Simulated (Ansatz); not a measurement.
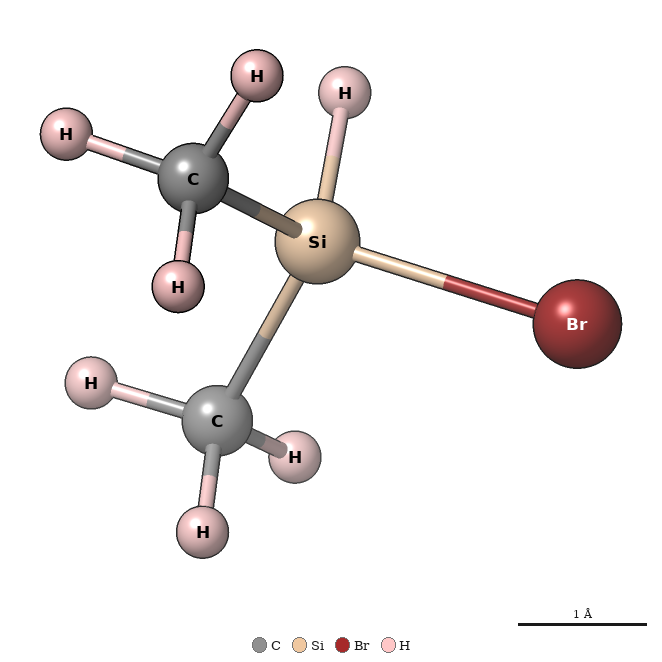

Atoms fade into the background with distance from the viewer. The computed structure is the end point of a PBE0-D4/def2-TZVP optimisation. Masses are those of the most abundant isotopes; constants are for the rigid equilibrium geometry.

What kind of rotor is it, and what are its rotational constants in MHz?

Answer. An asymmetric top (Cs): A = 5368, B = 2001, C = 1591 MHz. Ray's parameter κ is −0.78, nearer the prolate limit.
